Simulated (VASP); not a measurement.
Band structure of Na₂S (antifluorite). All values below come from vdW-DF2, VASP's PBE PAW potentials (set 64) (plane waves; VASP).

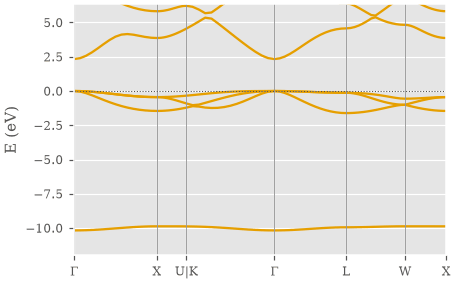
Figure: Bands along high-symmetry lines, zero at the valence-band maximum or, without a gap, the Fermi level

### Question
Read the plot: is there a gap, and where are the band edges?

### Answer
The gap is direct, 2.33 eV, from the valence maximum at Γ to the conduction minimum at Γ. (Edges off the drawn lines would not show.)

The compound is Na2S in the antifluorite structure. It was relaxed first.
